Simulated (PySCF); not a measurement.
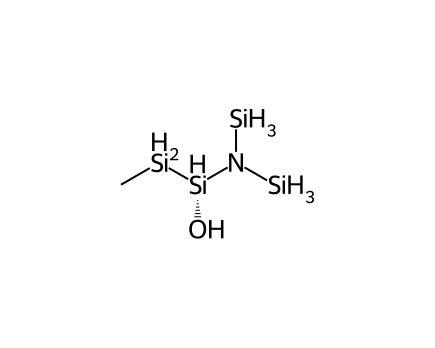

The geometry was computed by an optimisation with GFN2-xTB. No frequency run is at hand to confirm it as a minimum. Properties computed with PBE0/pcSseg-1, gas phase (PySCF 2.14.0).

Q: Estimate the HOMO energy (Kohn–Sham orbital).

A: −7.29 eV.

Q: Give the dipole moment at this level.

A: 1.05 D.

Q: Give the LUMO energy (Kohn–Sham orbital) at this level.

A: −0.31 eV.

The geometry is semi-empirical. Around Si such bond lengths and angles can be off by a tenth of an ångström or more and by several degrees, and values that hang on the shape move with them.
